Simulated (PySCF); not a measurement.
# HNO2 (nitrous acid): PBE0/STO-3G

Aim: the vertical ionisation energy of HNO2 (nitrous acid) at PBE0/STO-3G, from 2 runs. The job is set up through a Python script.

Program for the calculation: PySCF 2.14.0.

7 further runs of the same task are left out: 7 set aside as unsound or not needed.

## Step 1: Starting point

HNO2: 4 atoms, total charge 0, spin state singlet. As SMILES, `O=NO`. Geometry: relaxed at PBE0-D4/def2-TZVP.

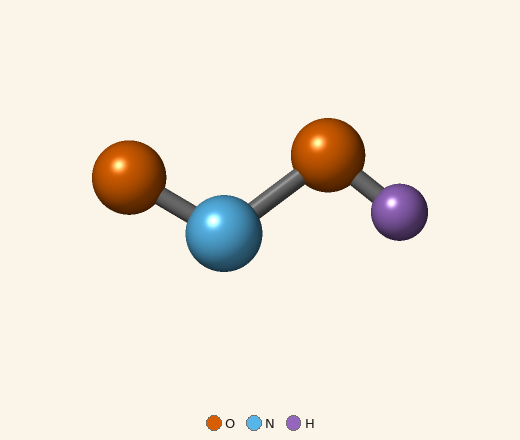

The structure, seen from a chosen angle (oxygen orange, nitrogen blue, hydrogen purple).

## Step 2: A single-point energy at PBE0/STO-3G

File run.py:

```python
# nitrous acid
from pyscf import gto, dft

molecule = gto.M(
    atom=[
    ('O', (0.413650, 0.047230, 1.437260)),
    ('N', (0.320150, -0.419400, 0.377370)),
    ('O', (-0.362650, 0.434660, -0.492650)),
    ('H', (-0.371140, -0.062490, -1.321980)),
],
    max_memory=1860,
    basis='sto-3g',
    spin=0,
    verbose=3,
)

mf = dft.RKS(molecule)
mf.xc = 'pbe0'
mf.grids.level = 5
mf.conv_tol = 1e-10
mf.kernel()
if not mf.converged:
    mf = mf.newton().run(mf.mo_coeff, mf.mo_occ)

e_final = mf.e_tot
print('Final energy', e_final)
```

Launch:

```
$ OMP_NUM_THREADS=1 python run.py
```

Output:

```text
converged SCF energy = -202.694492980515
Final energy -202.69449298051458
```

Run time: 2 s. Hardware: 1 thread of Arm Neoverse V2, shared host; peak memory 0.18 GiB.

## Step 3: The doublet cation, same level

File input.py:

```python
from pyscf import gto, dft

system = gto.M(
    atom=[
    ('O', (0.413650, 0.047230, 1.437260)),
    ('N', (0.320150, -0.419400, 0.377370)),
    ('O', (-0.362650, 0.434660, -0.492650)),
    ('H', (-0.371140, -0.062490, -1.321980)),
],
    spin=1,
    max_memory=1860,
    charge=1,
    verbose=3,
    basis='sto-3g',
)

ks = dft.UKS(system)
ks.xc = 'pbe0'
ks.grids.level = 5
ks.conv_tol = 1e-10
ks.kernel()
if not ks.converged:
    ks = ks.newton().run(ks.mo_coeff, ks.mo_occ)

energy = ks.e_tot
print('E = %.10f Eh' % energy)
```

Launch:

```
$ OMP_NUM_THREADS=1 python input.py
```

Output:

```text
converged SCF energy = -202.382313220951  <S^2> = 0.75926548  2S+1 = 2.0092441
E = -202.3823132210 Eh
```

Run time: 3.9 s. Hardware: 1 thread of Arm Neoverse V2, shared host; peak memory 0.19 GiB.

## Step 4: What came out

At PBE0/STO-3G:

| quantity | value |
| --- | --- |
| singlet HNO2: total energy | -202.69449 Eh |
| singlet HNO2: dipole moment | 1.74 D |
| singlet HNO2: HOMO energy | -4.22 eV |
| singlet HNO2: LUMO energy | 1.49 eV |
| singlet HNO2: HOMO–LUMO gap | 5.72 eV |
| doublet cation: total energy | -202.38231 Eh |
| doublet cation: HOMO energy (highest over α and β) | -17.52 eV |
| doublet cation: LUMO energy (lowest over α and β) | -12.71 eV |
| doublet cation: ⟨S²⟩ | 0.759 |
| vertical ionisation energy (to the doublet cation) | 8.495 eV |

What this shows: The vertical ionisation energy comes to 8.49 eV (820 kJ/mol). −ε(HOMO) before ionisation, 4.22 eV, is 4.27 eV below this ionisation energy. In a minimal basis such a difference can be off by several eV, whatever the method.
